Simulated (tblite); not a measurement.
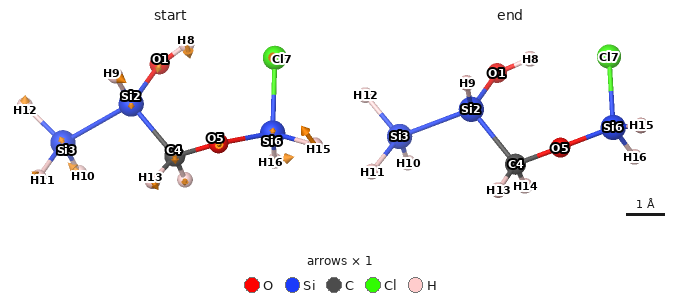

The structure of CH9ClO2Si3 before (left) and after (right) a relaxation, at one scale. The orange arrows give the displacements, at their true length.

Style: ball-and-stick. Shown at a tilt.

Computed with GFN2-xTB geometry optimisation, gas phase (tblite 0.8.0). 

> Summarise the run.

The atom that moves furthest after the best rigid fit is H15 (0.76 Å). By element the largest moves are H 0.76 Å, Cl 0.34 Å, O 0.25 Å, C 0.22 Å, Si 0.19 Å. Some distances before and after: O5–Si6 1.668 → 1.596 Å, O1–Si2 1.661 → 1.619 Å, Si6–H15 1.487 → 1.449 Å, Si3–H12 1.500 → 1.464 Å. Among the angles between lasting bonds that change: C4–O5–Si6 119.9° → 135.6°, O5–Si6–H15 110.1° → 100.6°, O1–Si2–Si3 112.2° → 103.8°. The energy falls by 8.72 kcal/mol in 112 geometry steps.
